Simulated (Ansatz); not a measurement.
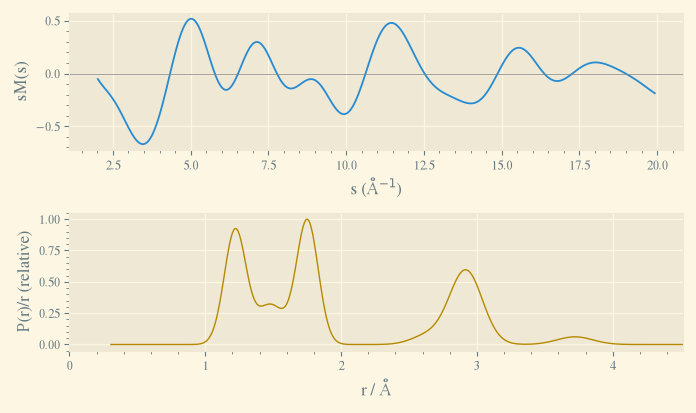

Simulated gas electron diffraction: reduced molecular intensity sM(s) from the Debye equation in the first Born approximation (top) and the radial distribution curve (bottom) of CH₂FSi (charge +1, ignored in the scattering factors). Each pair of atoms contributes with weight ZᵢZⱼ/r; damping constant 0.002 Å²; vibrational amplitudes assumed, not computed: 0.05 Å for bonds, 0.078 Å for bonds to H, 0.06 + 0.015 r up to 0.15 Å for other pairs. The geometry is the end point of an optimisation (RKS r2SCANh-D4/def2-SVP in Ansatz); it may be a saddle point or a higher isomer.

### Read the positions of the first 5 clear peaks and name the main pairs (– for bonds).

Peak 1, 1.22 Å: F–C 1.22 Å
Peak 2, 1.48 Å: Si–H 1.48 Å (×2)
Peak 3, 1.75 Å: Si–C 1.75 Å
Peak 4, 2.92 Å: Si···F 2.92 Å
Peak 5, 3.72 Å: F···H 3.72 Å (×2)
